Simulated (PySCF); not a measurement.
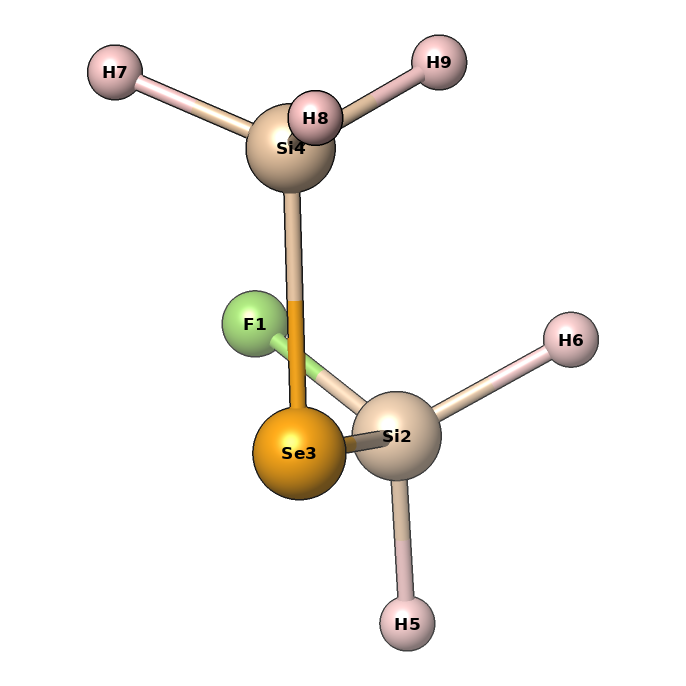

Si2 lies behind Se3. The molecule seen a little off the Se3–Si2 bond, Se3 in front. Distant atoms are faded towards the background colour. The computed structure is the end point of a PBE0-D3(BJ)/def2-SVP optimisation. No frequency run is at hand to confirm it as a minimum.

### What is the torsion angle Si4–Se3–Si2–F1? The sign is positive where the front bond must turn clockwise to cover the back bond.

−59°, synclinal (gauche).
